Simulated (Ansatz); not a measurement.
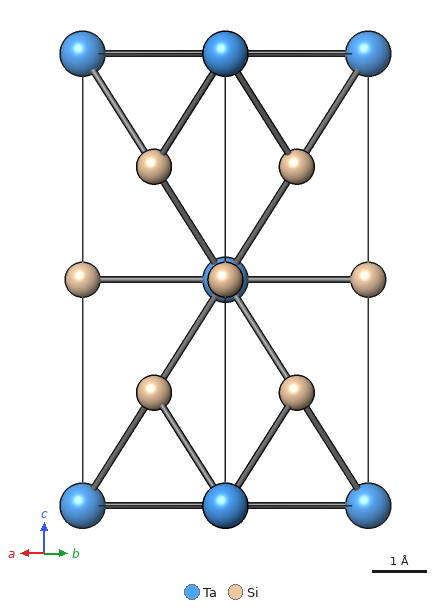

The image is a ball-and-stick drawing of a crystal, viewed along [110]. Thin lines show the conventional unit cell, with boundary atoms drawn in all their periodic places.

Edges and angles: a = 3.747 Å, b = 3.747 Å, c = 8.384 Å, α = 90.00°, β = 90.00°, γ = 90.00°.

Contacts drawn as bonds: Si–Ta up to 3.54 Å (cut-off distances).

The composition is TaSi3.

> Identify the Bravais lattice.

Body-centred tetragonal.

> How many neighbours does Ta have, and of what kind?

Twelve Si in a distorted cuboctahedral arrangement at about 2.6 to 2.8 Å.

> How far does the bonding extend?

The bonds build a three-dimensional framework.

The structure comes from a textbook structure type filled with these elements (whether it is the usual form wasn't checked). A relaxation with DFT PBE, scalar-relativistic, plane waves, PAW (Ansatz) gave the geometry drawn.
